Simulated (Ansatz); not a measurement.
## What Ba → Y does to BaHg

Base system: BaHg in the CsCl type structure (space group Pm-3m, No. 221; a = 4.166 Å; a cell from a computed database, its experimental status unchecked).

One thing is altered: Y takes the place of Ba on all its sites, then cell and atoms are relaxed.

Computed with r2SCAN (Ansatz, an electronic-structure program, PAW, no spin-orbit coupling). Γ-centred 13×13×13 mesh, Fermi–Dirac width 0.05 eV, for the changed cell.

```yaml
volume_per_atom: 25.43 Å³ (base 36.15 Å³)
lattice_parameter_a: 370.5 pm (base 416.6 pm)
shortest_interatomic_distance: 320.9 pm (base 360.8 pm)
band_gap: zero (base zero)
```

Final structure:

```yaml
crystal:
  lattice:
    - [3.70489, 0.00000, 0.00000]
    - [0.00000, 3.70489, 0.00000]
    - [0.00000, 0.00000, 3.70489]
  atoms:
    - { symbol: Y, position: [0.00000, 0.00000, 0.00000] }
    - { symbol: Hg, position: [0.50000, 0.50000, 0.50000] }
```

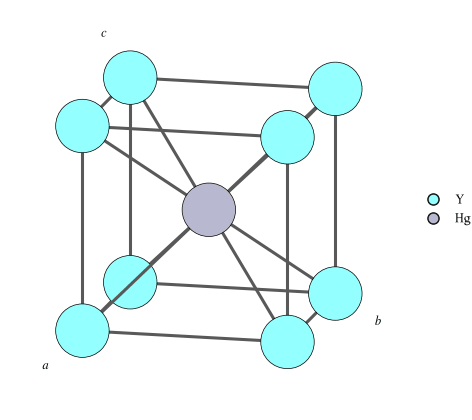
*The relaxed conventional cell after the change*

Stability against distortions was not tested. The final runs are not spin-polarised. YHg has a high density of states at the Fermi level and may be magnetic at this level.
